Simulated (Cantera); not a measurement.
Charge: 1 mol B2O3, 6.9 mol H2O, equilibrated at 24.0 Pa.

Method: chemical equilibrium by Gibbs-energy minimisation in Cantera with the NASA 1993 tables (ideal gas, pure condensed phases). Candidate condensed phases: B, B2O3, B3O3H3, H2O; 23 gas species. Gases not in the tables: H3BO3. Rates play no part.

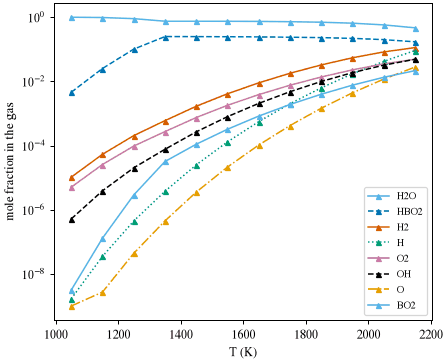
Equilibrium gas composition (values under 1e-9 drawn at 1e-9)

From 1050 K to 1250 K the condensed part is B2O3(l). From 1350 K to 2150 K nothing is condensed.
